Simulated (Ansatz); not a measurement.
# r2SCAN work function of a third face of W from its PBE value

PBE and r2SCAN are run on the same slabs. If the two track each other from face to face, two faces calibrate the third.

How it was computed: Ansatz 0.2.0, plane waves with PAW datasets (its set soft_2) at their recommended cutoffs; symmetric slabs of 7 layers (11 for bcc (111)) cut at the tabulated experimental lattice constant, atoms at bulk places, 18 Å of vacuum, k-spacing 0.16 Å⁻¹ (2π included), Fermi-Dirac smearing of 0.1 eV, SCF threshold 1e-9 eV. The work function is the vacuum level less the Fermi level.

```
   run  PBE (eV)  r2SCAN (eV)
W(111)     3.955        3.963
W(100)     4.206            ?
W(110)     4.900        4.977
```

Q: Estimate the withheld value from the rows shown.

Two rows fix a line: slope = (4.977 − 3.963) / (4.900 − 3.955) = 1.0730, intercept −0.2807. At 4.206 it gives 1.0730 × 4.206 + (−0.2807) = 4.232 eV. Rounding of the rows alone allows about ±0.001 eV there; two rows can't show whether the line holds.

The run itself gives 4.167 eV: a miss of −0.065 eV. The plain offset, r2SCAN less PBE, runs from −0.039 to +0.077 eV over the three faces.

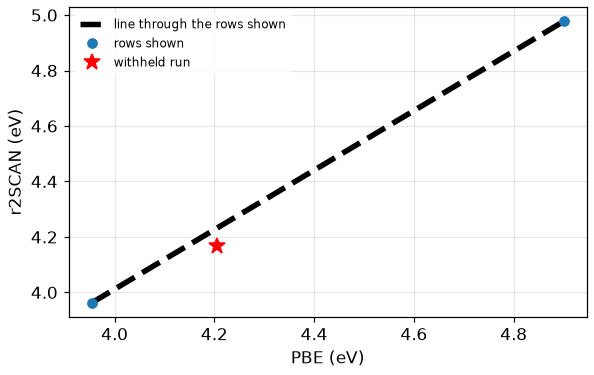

The fit and the withheld run.

**Limits.** Unrelaxed, unreconstructed faces at one geometry; neither value is a test against experiment.

[Logs are printed without paths, hosts, clocks, repeated set-up lines and the standing remarks that a program may print on its own settings, such as how far it seeks lower states.]
